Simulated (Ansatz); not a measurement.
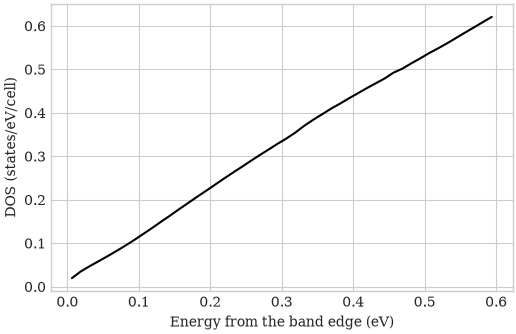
Density of states of AlAs (F-43m) below the valence band maximum, HSE06 with spin-orbit coupling, rigid bands run with Ansatz (a first-principles code); cell volume 45.7 Å³.

Task: What effective density of states at 300 K does this give (∫ g(E) exp(−E/k_BT) dE, both spins, divided by the cell's size)?

Result: 2.3e19 cm⁻³, a density-of-states mass of 0.94 mₑ, valleys and band degeneracy included.

Geometry: cell and atoms relaxed with PBEsol.
